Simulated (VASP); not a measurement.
Band structure of Al$_{2}$Au$_{2}$ (ordered alloy cell). Calculation: PBEsol GGA, VASP's PBE PAW potentials (set 64) (plane waves; VASP).

Unless said otherwise, spin-orbit coupling is left out, though it shifts the bands of the heavy elements here.

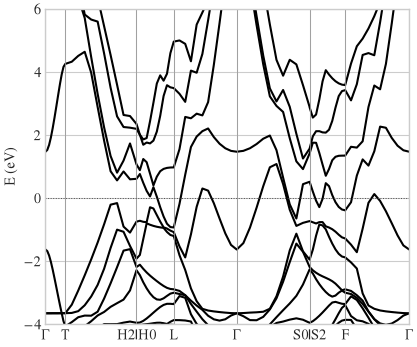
Figure: Bands along high-symmetry lines, zero at the valence-band maximum or, without a gap, the Fermi level

Q: Read the plot: is there a gap, and where are the band edges?

A: It has no gap at this level: it comes out as a metal or semimetal. (Edges off the drawn lines would not show.)

The structure was generated: Al2Au2 was put into an ordered model structure (R-3m), which need not be its known phase. It was relaxed first.
